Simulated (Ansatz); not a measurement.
# Direct or indirect: KI (Fm-3m)

```cif
data_structure
_symmetry_space_group_name_H-M 'P 1'
_symmetry_Int_Tables_number 1
_cell_length_a 4.9961
_cell_length_b 4.9961
_cell_length_c 4.9961
_cell_angle_alpha 60.000
_cell_angle_beta 60.000
_cell_angle_gamma 60.000
_cell_volume 88.18
loop_
_atom_site_label
_atom_site_type_symbol
_atom_site_fract_x
_atom_site_fract_y
_atom_site_fract_z
_atom_site_occupancy
I1 I 0.50000 0.50000 0.50000 1
K1 K 0.00000 0.00000 0.00000 1
```

Method: Ansatz, PBE, independent particles, without spin-orbit coupling, line width 0.15 eV (Gaussian). The band structure gives a fundamental gap of 3.97 eV. The spectrum of vertical transitions near the edge:

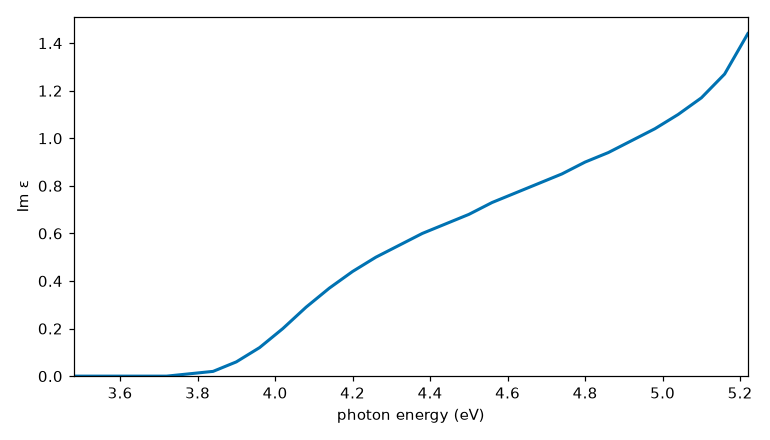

Question: Is the gap direct or indirect, and about where do vertical transitions set in?

Answer: Direct: the band path has its least direct gap at the fundamental one, 3.97 eV, and the curves rise from there. Lines are broadened by 0.15 eV, which spreads the edge.

[Logs are printed without paths, hosts, clocks, repeated set-up lines and the standing remarks that a program may print on its own settings, such as how far it seeks lower states.]
